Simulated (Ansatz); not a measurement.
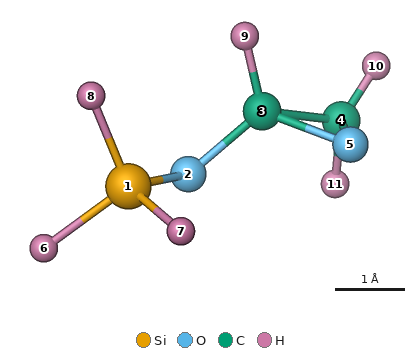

Fig. 1: The input geometry (ball-and-stick view, seen at a tilt; atoms are numbered from 1 in the order of the input).

## Geometry relaxation of C₂H₆O₂Si (part 1 of 2)

System: C₂H₆O₂Si, SMILES [SiH3]OC1CO1.
Method: RKS PBE-D4/def2-SVP (Ansatz 0.2.0).

The geometry: force-field start. Figures and captions count atoms from 1; the log counts them from 0 in places.

**Output**
```
Functional definition: PBE
  name "PBE"
  cite "Perdew, Burke & Ernzerhof, Phys. Rev. Lett. 77, 3865 (1996) doi:10.1103/PhysRevLett.77.3865"
  parent pbe
  parameter kappa = 0.804
  parameter beta = 0.06672455060314922
  exchange = pbe_x(kappa = kappa, mu = beta*pi^2/3)
  correlation = pbe_c(beta = beta)
1146 factors; their error is unknown
mean field evaluation 1: about -14118.0016 eV, gradient 5.3e1 eV
mean field evaluation 2: about -14106.4882 eV, gradient 9.4e1 eV
mean field evaluation 4: about -14123.7644 eV, gradient 6.3e0 eV
mean field evaluation 8: about -14123.8508 eV, gradient 2.6e-1 eV
mean field evaluation 16: about -14123.7773 eV, gradient 1.3e-4 eV
mean field -14123.77732907 eV, -519.0392434031 hartree, gradient 1.5e-5 eV, S^2 0.000000; 0 other end points of the search recorded, 0 dependent functions left out
the calculation of the forces begins
reference -14123.77736422 eV, -519.0392446949 hartree; 24, 24 occupied and 80, 80 virtual orbitals, 1146 factors
relax step   1: F+E_penalty+E_count = -14123.97893040 eV  Δ(F+E_penalty+E_count) = +0.000e0 eV  max|allowed force component| = 5.611e0 eV/Å  Δτ_max = 0.0000 Å  (28 SCF iters, accepted)
these checks for a lower state are left out or cut short: starts, cluster_reference, orbital_swaps, neighbouring_geometries, increment
1146 factors; their error is unknown
mean field -14124.20017412 eV, -519.0547826722 hartree, gradient 6.6e-6 eV, S^2 0.000000; 0 other end points of the search recorded, 0 dependent functions left out
[... from here on the field's lines of each further geometry are left out, up to the last ...]
relax step   2: F+E_penalty+E_count = -14124.40217223 eV  Δ(F+E_penalty+E_count) = -4.232e-1 eV  max|allowed force component| = 1.539e0 eV/Å  Δτ_max = 0.0848 Å  (31 SCF iters, accepted)
relax step   3: F+E_penalty+E_count = -14124.43705738 eV  Δ(F+E_penalty+E_count) = -3.489e-2 eV  max|allowed force component| = 6.729e-1 eV/Å  Δτ_max = 0.2000 Å  (36 SCF iters, accepted)
relax step   4: F+E_penalty+E_count = -14124.46871691 eV  Δ(F+E_penalty+E_count) = -3.166e-2 eV  max|allowed force component| = 2.141e-1 eV/Å  Δτ_max = 0.0839 Å  (29 SCF iters, accepted)
relax step   5: F+E_penalty+E_count = -14124.47279661 eV  Δ(F+E_penalty+E_count) = -4.080e-3 eV  max|allowed force component| = 1.188e-1 eV/Å  Δτ_max = 0.0868 Å  (30 SCF iters, accepted)
relax step   6: F+E_penalty+E_count = -14124.47496083 eV  Δ(F+E_penalty+E_count) = -2.164e-3 eV  max|allowed force component| = 1.957e-2 eV/Å  Δτ_max = 0.0331 Å  (31 SCF iters, accepted)
relax step   7: F+E_penalty+E_count = -14124.47588920 eV  Δ(F+E_penalty+E_count) = -9.284e-4 eV  max|allowed force component| = 5.994e-2 eV/Å  Δτ_max = 0.0562 Å  (30 SCF iters, accepted)
relax step   8: F+E_penalty+E_count = -14124.47672545 eV  Δ(F+E_penalty+E_count) = -8.363e-4 eV  max|allowed force component| = 1.022e-1 eV/Å  Δτ_max = 0.0611 Å  (30 SCF iters, accepted)
relax step   9: F+E_penalty+E_count = -14124.47763613 eV  Δ(F+E_penalty+E_count) = -9.107e-4 eV  max|allowed force component| = 8.725e-2 eV/Å  Δτ_max = 0.0483 Å  (30 SCF iters, accepted)
relax step  10: F+E_penalty+E_count = -14124.47873059 eV  Δ(F+E_penalty+E_count) = -1.094e-3 eV  max|allowed force component| = 8.762e-2 eV/Å  Δτ_max = 0.0750 Å  (30 SCF iters, accepted)
relax step  11: F+E_penalty+E_count = -14124.47955533 eV  Δ(F+E_penalty+E_count) = -8.247e-4 eV  max|allowed force component| = 9.393e-2 eV/Å  Δτ_max = 0.0498 Å  (29 SCF iters, accepted)
relax step  12: F+E_penalty+E_count = -14124.48046678 eV  Δ(F+E_penalty+E_count) = -9.114e-4 eV  max|allowed force component| = 1.371e-1 eV/Å  Δτ_max = 0.0771 Å  (29 SCF iters, accepted)
relax step  13: F+E_penalty+E_count = -14124.48157536 eV  Δ(F+E_penalty+E_count) = -1.109e-3 eV  max|allowed force component| = 1.757e-1 eV/Å  Δτ_max = 0.0623 Å  (30 SCF iters, accepted)
relax step  14: F+E_penalty+E_count = -14124.48345056 eV  Δ(F+E_penalty+E_count) = -1.875e-3 eV  max|allowed force component| = 2.123e-1 eV/Å  Δτ_max = 0.0752 Å  (30 SCF iters, accepted)
relax step  15: F+E_penalty+E_count = -14124.48647512 eV  Δ(F+E_penalty+E_count) = -3.025e-3 eV  max|allowed force component| = 2.543e-1 eV/Å  Δτ_max = 0.0857 Å  (29 SCF iters, accepted)
relax step  16: F+E_penalty+E_count = -14124.49138940 eV  Δ(F+E_penalty+E_count) = -4.914e-3 eV  max|allowed force component| = 3.391e-1 eV/Å  Δτ_max = 0.1006 Å  (30 SCF iters, accepted)
relax step  17: F+E_penalty+E_count = -14124.49818529 eV  Δ(F+E_penalty+E_count) = -6.796e-3 eV  max|allowed force component| = 3.789e-1 eV/Å  Δτ_max = 0.1167 Å  (30 SCF iters, accepted)
relax step  18: F+E_penalty+E_count = -14124.50627340 eV  Δ(F+E_penalty+E_count) = -8.088e-3 eV  max|allowed force component| = 4.341e-1 eV/Å  Δτ_max = 0.1276 Å  (29 SCF iters, accepted)
relax step  19: F+E_penalty+E_count = -14124.51598591 eV  Δ(F+E_penalty+E_count) = -9.713e-3 eV  max|allowed force component| = 3.597e-1 eV/Å  Δτ_max = 0.0981 Å  (30 SCF iters, accepted)
relax step  20: F+E_penalty+E_count = -14124.49984533 eV  Δ(F+E_penalty+E_count) = +1.614e-2 eV  max|allowed force component| = 4.586e-1 eV/Å  Δτ_max = 0.2000 Å  (36 SCF iters, rejected (line search))
relax step  21: F+E_penalty+E_count = -14124.52972043 eV  Δ(F+E_penalty+E_count) = -1.373e-2 eV  max|allowed force component| = 1.299e-1 eV/Å  Δτ_max = 0.0975 Å  (30 SCF iters, accepted)
relax step  22: F+E_penalty+E_count = -14124.53302863 eV  Δ(F+E_penalty+E_count) = -3.308e-3 eV  max|allowed force component| = 3.028e-2 eV/Å  Δτ_max = 0.0643 Å  (30 SCF iters, accepted)
the calculation of the forces begins
reference -14124.31925065 eV, -519.0591586539 hartree; 24, 24 occupied and 80, 80 virtual orbitals, 1146 factors
relax step  23: F+E_penalty+E_count = -14124.53334265 eV  Δ(F+E_penalty+E_count) = -3.140e-4 eV  max|allowed force component| = 1.885e-2 eV/Å  Δτ_max = 0.0231 Å  (31 SCF iters, accepted)
1146 factors; their error is unknown
mean field evaluation 192: about -14124.3192 eV, gradient 1.1e-4 eV
```

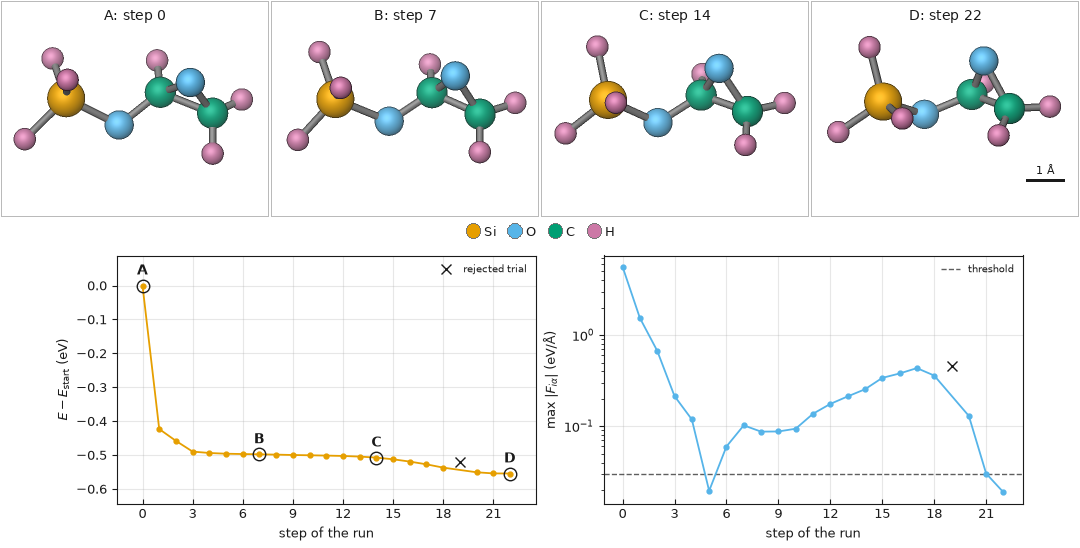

Fig. 2: Frames of the relaxation (ball-and-stick view, seen at a tilt) above the curves, on which the letters mark them (the first geometry is step 0 here and step 1 in the log).

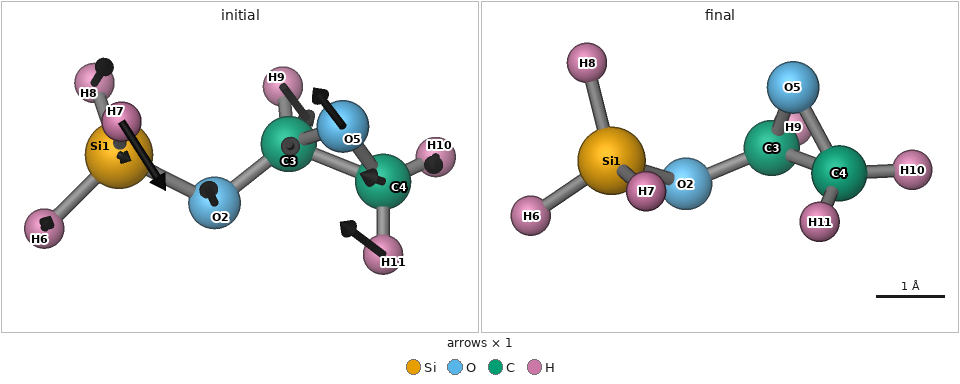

Fig. 3: Before (left) and after (right) the relaxation, at one scale (ball-and-stick view, seen at a tilt). The black arrows give the displacements, at true length. The largest move after the best rigid fit is that of H7, 1.23 Å. Largest moves by element: H 1.23 Å, O 1.01 Å, C 0.59 Å, Si 0.23 Å. Among the contacts that change: C4–H10 1.008 → 1.106 Å, Si1–H6 1.562 → 1.498 Å, Si1–H7 1.449 → 1.505 Å, Si1–O2 1.649 → 1.704 Å. Among the angles that change: C4–C3–H9 113.5° → 120.6°, C3–C4–H11 112.2° → 118.4°, Si1–O2–C3 115.3° → 121.3°. Over 22 geometry steps the energy falls by 0.554 eV. Largest force component: 5.6 eV/Å at the start, 0.019 eV/Å at the end. The line search rejected the trial step at point 19 (counted from 0) and went back. (Atoms are counted from 1 in the order of the input.)

```
mean field -14124.31921620 eV, -519.0591573880 hartree, gradient 2.9e-5 eV, S^2 0.000000; 1 other end points of the search recorded, 0 dependent functions left out
the calculation of the forces begins
reference -14124.31925065 eV, -519.0591586539 hartree; 24, 24 occupied and 80, 80 virtual orbitals, 1146 factors
Total energy: -14124.53337710 eV, -519.0670276557 hartree
Atom 0 at    -1.140488     0.666009     1.132552 Å, force     0.004666     0.003634     0.018853 eV/Å
Atom 1 at     0.034144     1.123675    -0.013943 Å, force     0.013823     0.003523    -0.014256 eV/Å
Atom 2 at     0.999453     0.237950    -0.442286 Å, force    -0.003242     0.009432    -0.006416 eV/Å
Atom 3 at     0.665883    -0.960009    -1.235402 Å, force     0.013307    -0.002359    -0.003731 eV/Å
Atom 4 at     1.012703    -1.042423     0.168310 Å, force    -0.005176    -0.006849     0.007260 eV/Å
Atom 5 at    -1.990886     1.893358     1.251860 Å, force    -0.009193    -0.005977    -0.005225 eV/Å
Atom 6 at    -1.980452    -0.485250     0.649291 Å, force    -0.000628     0.006876     0.005716 eV/Å
Atom 7 at    -0.528080     0.339155     2.463932 Å, force    -0.005158    -0.009111    -0.004116 eV/Å
Atom 8 at     1.987393     0.728621    -0.549678 Å, force    -0.001617     0.000137     0.000254 eV/Å
Atom 9 at     1.402656    -1.404525    -1.930717 Å, force    -0.004014    -0.000385    -0.000144 eV/Å
Atom 10 at    -0.396927    -1.153662    -1.473419 Å, force    -0.002769     0.001080     0.001806 eV/Å
Dipole moment:     0.006770    -0.036318    -0.232618 e Å
```

**Trajectory as extended XYZ (Å, eV, eV/Å), 20 of the 23 frames kept, from step=1 to step=23**
```
11
Properties=species:S:1:pos:R:3:forces:R:3 step=1 energy=-14123.97893
Si   -1.1262    0.8254    1.2986   -1.4516   1.9263   0.8779
O    -0.4975    0.6194   -0.2115    1.6262  -1.0113  -1.1410
C     0.6421   -0.2108   -0.2825    1.0282  -0.4996  -1.4864
C     0.9779   -0.8865   -1.5946   -5.6109   1.4878   1.9058
O     0.4474   -1.6244   -0.4592    0.4570   0.9120   0.3661
H    -2.2456    1.9080    1.1800    0.6461  -0.6556  -0.0235
H    -1.7201   -0.3912    1.8159   -0.3012  -0.8876   0.4107
H    -0.0908    1.3801    2.2131    0.2737  -0.0396   0.2329
H     1.5688    0.1094    0.3185   -1.2391  -0.2980  -0.0751
H     1.9255   -1.0619   -1.8892    3.9829  -0.8489  -1.1125
H     0.1839   -0.7246   -2.3686    0.5886  -0.0854   0.0450
11
Properties=species:S:1:pos:R:3:forces:R:3 step=2 energy=-14124.40217
Si   -1.1379    0.8498    1.2963   -0.5580   0.5477   0.5993
O    -0.4736    0.6347   -0.2228    0.7886  -0.3983  -0.6284
C     0.6631   -0.1697   -0.3215    0.3726  -0.4522  -0.2708
C     0.9431   -0.8791   -1.6016   -1.5389   0.5939   0.9821
O     0.4613   -1.5748   -0.4187    0.1657   0.3439  -0.1692
H    -2.2253    1.8865    1.1401    0.1707  -0.1421   0.0014
H    -1.7082   -0.4128    1.8327   -0.1260  -0.2646   0.1039
H    -0.0773    1.3409    2.2421    0.0511   0.0319   0.0415
H     1.5064    0.1092    0.3759   -0.4308   0.0229  -0.3570
H     1.9505   -1.0938   -1.9216    0.8682  -0.2319  -0.2531
H     0.1634   -0.7480   -2.3805    0.2367  -0.0514  -0.0497
11
Properties=species:S:1:pos:R:3:forces:R:3 step=3 energy=-14124.43706
Si   -1.1767    0.8563    1.2969    0.4030  -0.0394  -0.0049
O    -0.2937    0.6945   -0.1594   -0.6729   0.1338   0.3895
C     0.7668   -0.1687   -0.2995    0.5098   0.3029  -0.2835
C     0.8773   -0.8838   -1.5792    0.3982   0.1360  -0.4835
O     0.5137   -1.5470   -0.3707   -0.2896  -0.5108   0.4114
H    -2.2673    1.8612    1.0652    0.1128  -0.0403  -0.0998
H    -1.7645   -0.4485    1.7652    0.0021   0.0339  -0.0858
H    -0.1976    1.3490    2.3369   -0.1425   0.0138   0.0559
H     1.6778    0.1115    0.2855   -0.1934  -0.0315  -0.0771
H     1.8750   -1.1398   -2.0087   -0.2501   0.0027   0.1111
H     0.0546   -0.7418   -2.3116    0.1227  -0.0011   0.0665
11
Properties=species:S:1:pos:R:3:forces:R:3 step=4 energy=-14124.46872
Si   -1.1477    0.8500    1.3305   -0.0639   0.0029  -0.2141
O    -0.3711    0.6676   -0.1775    0.0153  -0.0250   0.1958
C     0.7295   -0.1585   -0.3286    0.0749   0.0258  -0.0242
C     0.8998   -0.8855   -1.5950    0.0355   0.0539  -0.0284
O     0.4951   -1.5511   -0.3826   -0.0204  -0.0685   0.0300
H    -2.2144    1.8667    1.0776   -0.0155   0.0410   0.0171
H    -1.7735   -0.4426    1.7809    0.0738   0.0335   0.0356
H    -0.1780    1.3618    2.3668    0.0011  -0.0734  -0.0239
H     1.6104    0.1410    0.2819   -0.0280   0.0010  -0.0280
H     1.9094   -1.1452   -1.9774   -0.1034   0.0391   0.0406
H     0.1058   -0.7612   -2.3562    0.0306  -0.0303  -0.0005
11
Properties=species:S:1:pos:R:3:forces:R:3 step=6 energy=-14124.47496
Si   -1.1595    0.8421    1.3109   -0.0108  -0.0008  -0.0047
O    -0.3294    0.7078   -0.1643   -0.0185   0.0102  -0.0029
C     0.7630   -0.1223   -0.3343    0.0196   0.0034   0.0090
C     0.8788   -0.8974   -1.5759   -0.0050  -0.0009  -0.0007
O     0.5322   -1.5181   -0.3200    0.0131  -0.0022   0.0001
H    -2.1965    1.8980    1.0796    0.0176  -0.0136   0.0004
H    -1.8030   -0.4590    1.6964   -0.0183   0.0025   0.0047
H    -0.2131    1.2666    2.4046    0.0078  -0.0019  -0.0059
H     1.6680    0.2055    0.2209    0.0070   0.0043   0.0034
H     1.8705   -1.1636   -1.9893   -0.0030  -0.0036   0.0066
H     0.0543   -0.8166   -2.3080   -0.0094   0.0024  -0.0101
11
Properties=species:S:1:pos:R:3:forces:R:3 step=7 energy=-14124.47589
Si   -1.1643    0.8338    1.3047    0.0028   0.0081   0.0599
O    -0.3163    0.7211   -0.1598   -0.0105   0.0052  -0.0464
C     0.7785   -0.1038   -0.3380    0.0042  -0.0229   0.0042
C     0.8706   -0.9035   -1.5666   -0.0221  -0.0166   0.0330
O     0.5595   -1.5019   -0.2886    0.0295   0.0524  -0.0411
H    -2.1786    1.9141    1.0848    0.0175  -0.0148  -0.0013
H    -1.8400   -0.4614    1.6556   -0.0082   0.0098  -0.0053
H    -0.2215    1.2171    2.4186   -0.0163  -0.0096  -0.0145
H     1.6936    0.2441    0.1892   -0.0155  -0.0075  -0.0100
H     1.8548   -1.1693   -1.9964    0.0133  -0.0141   0.0008
H     0.0292   -0.8476   -2.2829    0.0052   0.0100   0.0207
```
